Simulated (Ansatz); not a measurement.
Base system: PbSe in the rock salt structure (space group Fm-3m, No. 225; a = 6.178 Å).

It is then changed as follows: electron doping at 5.0×10^20 cm⁻³ (0.0295 per cell), with a uniform compensating background at fixed cell and a 300 K Fermi–Dirac width.

Calculations: r2SCAN (Ansatz, a first-principles code, PAW, no SOC).

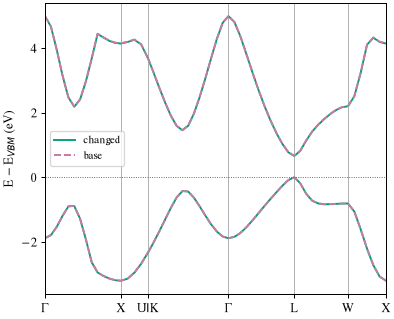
Fig. 1. Highest valence and lowest conduction band along the path, each from its own valence-band maximum

The gap is 0.66 eV, direct at L; the base has 0.67 eV.

Charged cell with a jellium background: band edges are those of the host's band count, energies are not comparable with the neutral cell, and many-body gap narrowing is missing. With Pb present, leaving out spin-orbit coupling can change the band edges. No phonon test of stability was made.
